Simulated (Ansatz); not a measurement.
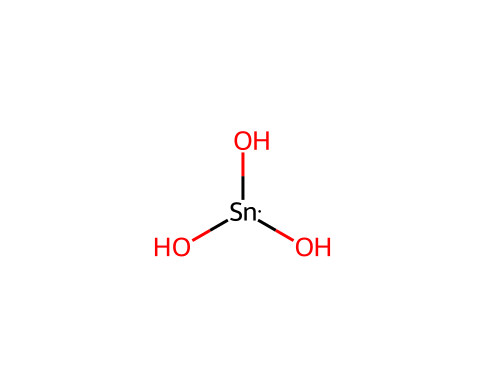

Skeletal drawing of a molecule. Charge 0, doublet.

Question: Transcribe the drawing into SMILES.

Answer: [OH][Sn]([OH])[OH]

Question: Give the formula, hydrogens included.

Answer: H3O3Sn.

Question: An optimisation with PBE0-D4/def2-TZVP gave a structure of which point group?

Answer: C3.

The parts below concern this one geometry. Atoms keep their numbers from picture to picture. The geometry was computed by an optimisation with PBE0-D4/def2-TZVP.

Shape

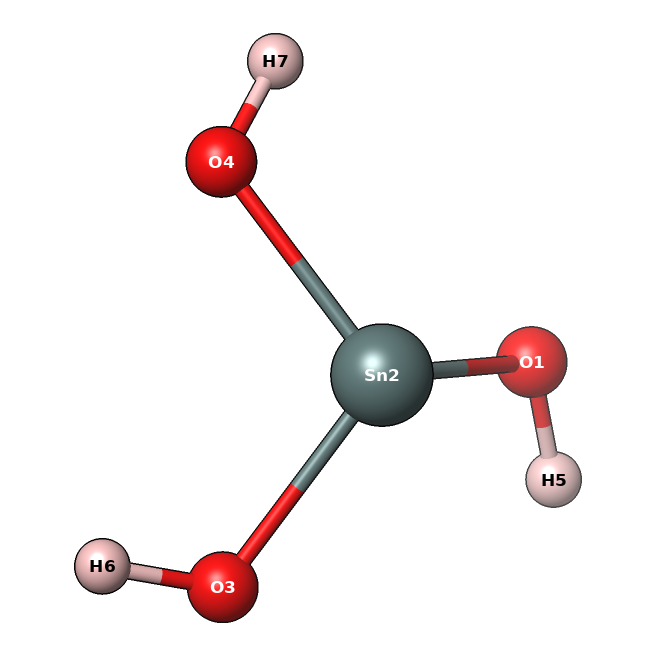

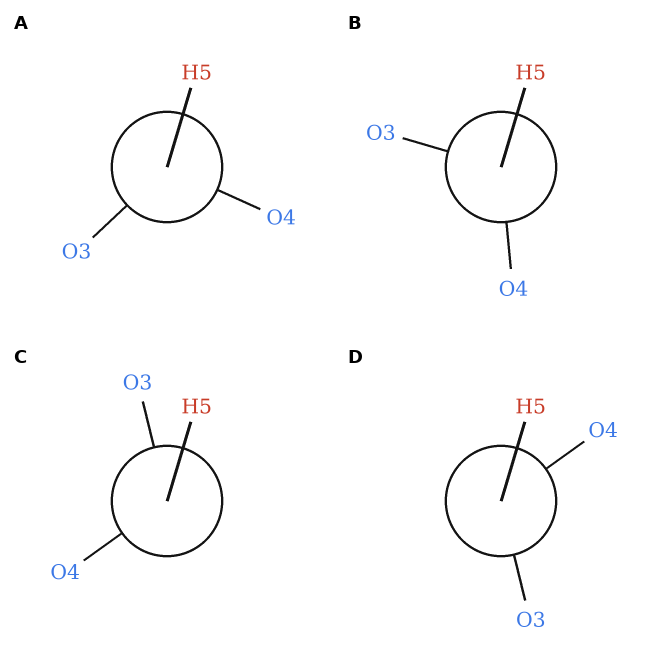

Atoms fade into the background with distance from the viewer. Bonds that would overlap in a projection are set slightly apart.

Question: Which Newman projection shows the view along O1–Sn2, with O1 in front?

Answer: C. The torsion angle H5–O1–Sn2–O3 is −30°, synclinal (gauche).

Charges

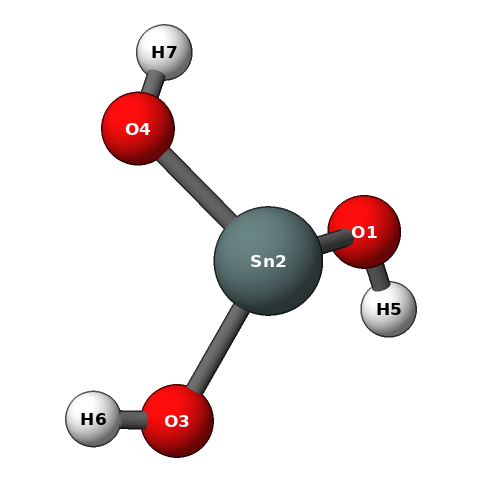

The questions are on Mulliken charges. Properties computed with UKS ωB97M-V/def2-TZVPP, core potentials on Sn (Ansatz 0.2.0).

List the Mulliken charges.

```csv
atom,value (e)
O1,−0.52
Sn2,1.03
O3,−0.52
O4,−0.52
H5,0.18
H6,0.18
H7,0.18
```

Electronic properties

Method: UKS PBE-D4/def2-TZVPP, core potentials on Sn (Ansatz 0.2.0).

Question: Estimate the dispersion correction.

Answer: −12.2 kJ/mol.

Question: Estimate the HOMO energy (Kohn–Sham orbital).

Answer: −5.59 eV.

Question: What is the dipole moment?

Answer: 0.81 D.

Question: Estimate the ⟨S²⟩ of the determinant.

Answer: 0.752.

Vibrations

Harmonic vibrations computed with UKS PBE0-D4/def2-TZVP, core potentials on Sn (Ansatz 0.2.0) at a stationary point of the same level.

Question: How many vibrational modes are there, and where do they lie?

Answer: 15 modes: 84, 86, 126, 196, 212, 212, 587, 596, 596, 806, 820, 821, 3862, 3863, 3864 cm⁻¹.

Mulliken values depend strongly on the basis set and can even reverse the polarity of a bond.
